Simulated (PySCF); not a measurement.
**Single-point calculation of C₃BiN₃**

The run: single-point calculation of C₃BiN₃ (Bi(CN)3). Method and program: RKS B3LYP, Bi def2-SVP with ECP60, C def2-SVP, N def2-SVP; non-relativistic Hamiltonian with a scalar-relativistic core potential; density fitting (PySCF 2.14.0).

It belongs to a series of runs on one base structure; here: finer grid at the relaxed geometry.

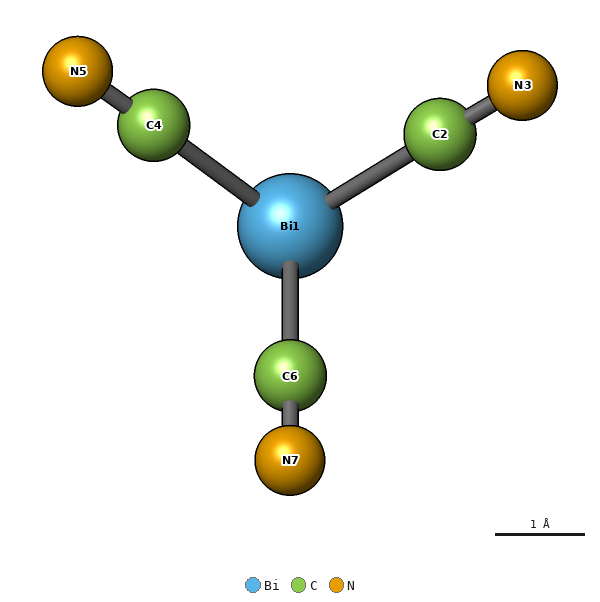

**Figure 1.** The structure (ball-and-stick view, seen at a tilt; atoms are numbered from 1 in the order of the input). Sticks mark near contacts. Bond lengths as drawn: Bi–C 2.24 Å and C–N 1.16 Å.

### Results in brief

```tsv
quantity	value
outcome	converged
total energy	−492.970030 hartree
HOMO	−9.60 eV
LUMO	−3.00 eV
largest force (length of the vector)	0.005 eV/Å
dipole moment	6.40 D
hardware	2 threads of Arm Neoverse V1, 24 GiB of memory available, shared host
wall time	16 s (CPU time 32 s)
peak memory	1.3 GiB
```

### Input file
```python
mol = gto.M(atom='''
Bi    -0.00000    -0.00000    -1.18347
C      1.87990    -0.00000     0.03755
N      2.92027    -0.00000     0.55562
C     -0.93995     1.62805     0.03755
N     -1.46013     2.52903     0.55562
C     -0.93995    -1.62804     0.03755
N     -1.46014    -2.52903     0.55562''',
    basis={'Bi': 'def2-SVP', 'C': 'def2-SVP', 'N': 'def2-SVP'},
    ecp={'Bi': 'def2-SVP'},
    charge=0, spin=0)
mf = dft.RKS(mol, xc='B3LYP')
mf.grids.atom_grid = (75, 302)  # f atoms: at least (60, 302), unpruned
mf = mf.density_fit()  # Bi def2-universal-JKFIT, C def2-universal-JKFIT, N def2-universal-JKFIT
mf.conv_tol = 1e-09; mf.max_cycle = 55
mf.kernel(dm0)
```

The script is an equivalent of the set-up of the self-consistent field. The run itself was carried out by a driver, which started from the orbitals of the step before it where there was one and computed the further properties.

Run as:
```bash
OMP_NUM_THREADS=2 python <driver script>
```

### What the program printed
```
init E= -492.970029861255
  HOMO = -0.352934731795382  LUMO = -0.110287383510475  gap/eV = 6.60277
cycle= 1 E= -492.970029842913  delta_E= 1.83e-08  |g|= 0.000411  |ddm|= 0.000702
  HOMO = -0.352937399128264  LUMO = -0.110265650434467  gap/eV = 6.60343
cycle= 2 E= -492.970029584994  delta_E= 2.58e-07  |g|= 0.00115  |ddm|= 0.000992
  HOMO = -0.352936020173003  LUMO = -0.11028016401359  gap/eV = 6.60300
cycle= 3 E= -492.970029880598  delta_E= -2.96e-07  |g|= 4.61e-05  |ddm|= 0.000726
  HOMO = -0.352935869186916  LUMO = -0.110278983117968  gap/eV = 6.60303
cycle= 4 E= -492.970029881056  delta_E= -4.58e-10  |g|= 1.51e-05  |ddm|= 4.03e-05
  HOMO = -0.352935699781353  LUMO = -0.110280215393875  gap/eV = 6.60299
Extra cycle  E= -492.970029880719  delta_E= 3.38e-10  |g|= 4.18e-05  |ddm|= 3.72e-05
converged SCF energy = -492.970029880719
```

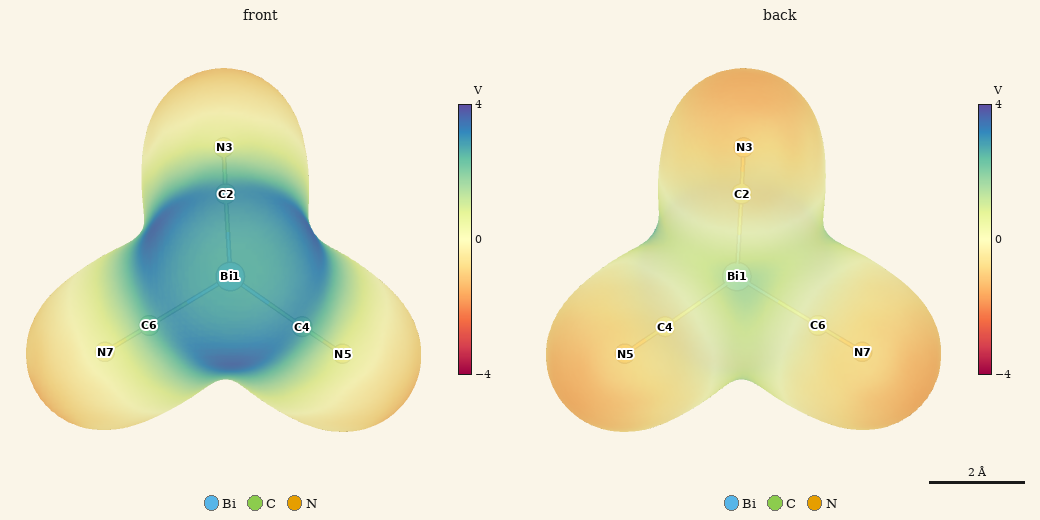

**Figure 2.** The molecular electrostatic potential painted on the density surface at 0.002 e/bohr³, seen face on and from behind; the colour scale runs from red (negative) to blue (positive).

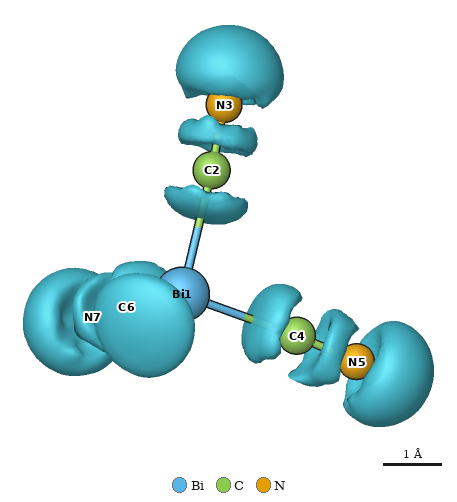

**Figure 3.** Isosurface of the electron localisation function at 0.8 (cyan), seen at a tilt. Only the valence region is drawn (cores and ρ < 0.01 e/Å³ removed). Values along the shortest contacts: C–N (1.16 Å): the ELF peaks at about 0.85 between the atoms; a multiple bond by its length, whose ELF region spreads away from the axis. C–Bi (2.24 Å): the ELF peaks at about 0.95 in the valence shell of C, 0.7 Å from its nucleus, and drops to about 0.20 between the two atoms.
